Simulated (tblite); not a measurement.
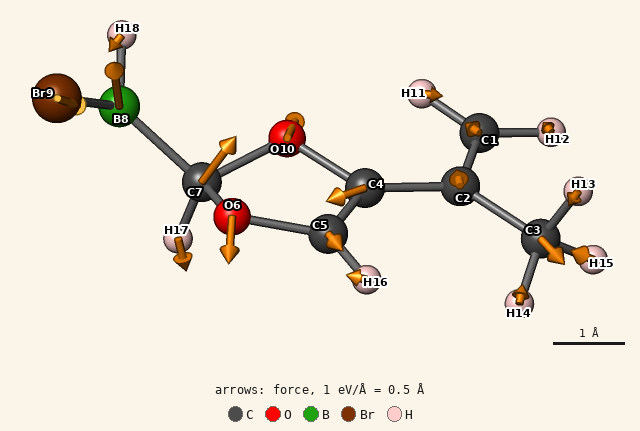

Starting geometry of C6H8BBrO2 with the computed forces as orange arrows. Style: ball-and-stick. Shown from a free direction.

Computed with GFN2-xTB geometry optimisation, gas phase in tblite 0.8.0. 

**What follows when this structure is relaxed?**

It isn't relaxed: the largest force vector, on B8, is 2.66 eV/Å. The final displacements follow the starting forces only in part (cosine between the two patterns 0.31). Over 70 geometry steps the energy falls by 88.2 kJ/mol. H13 moves most after the best rigid fit: 0.65 Å. Largest moves by element: H 0.65 Å, Br 0.34 Å, B 0.33 Å, O 0.22 Å, C 0.17 Å. Near-neighbour distances that change, for instance: B8–Br9 2.021 → 1.837 Å, C7–H17 1.085 → 1.126 Å, C3–H15 1.118 → 1.086 Å, C3–H13 1.108 → 1.089 Å. Among the angles between lasting bonds that change: C3–C2–C4 124.2° → 115.8°, O6–C7–O10 100.4° → 107.4°, C4–C5–H16 125.5° → 132.5°. Groups turn about C2–C3 by about 30°.
